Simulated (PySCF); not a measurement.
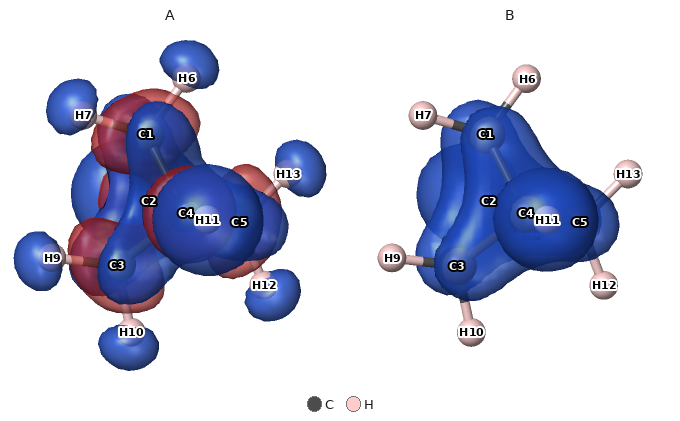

Figure. C5H8, SMILES `C1C2CC1C2`. The Fukui function f⁻ from two separate SCF calculations and the density of the HOMO, at ±0.02 e/Å³ (blue positive, red negative).

PySCF calculation, ωB97X/6-31+G*, gas phase; geometry: GFN2-xTB. No frequency check shows the geometry to be a minimum.

Question: Which panel is which, and how good is the frozen-orbital picture?

Answer: A is f⁻ (it has negative regions), B the HOMO density. The HOMO lies on C2 and C4 (20 % each), H8 and H11 (14 % each) and C1, C3 and C5 (10 % each); f⁻ (Hirshfeld-condensed) is largest on H8 and H11 (0.14 each), C2 and C4 (0.10 each) and C1, C3 and C5 (0.08 each); the vertical ionisation energy is 10.86 eV. Relaxation shifts 27 % of the electron between atoms. The orbital energy is −10.91 eV.
